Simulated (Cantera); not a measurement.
Input: 1 mol Pb, a varied amount of H2, at 1077 °C and 13.3 mbar.

Equilibrium computed with Cantera from the NASA thermochemical tables; the gas is ideal and each condensed phase is pure. Candidate condensed phases: Pb; 4 gas species. Rates play no part.

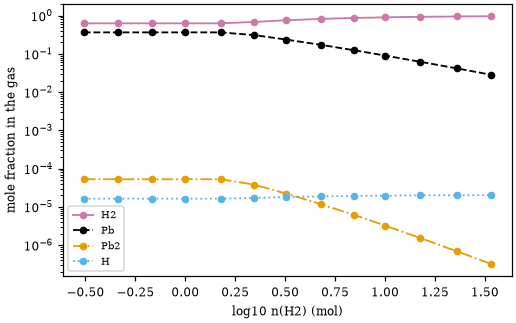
Fig. 1. Equilibrium gas composition (values under 1e-9 drawn at 1e-9)

Read off the mole fractions at 15 mol H2.

H2 about 0.94, Pb about 0.062, H about 2.0e-5, Pb2 about 1.5e-6.
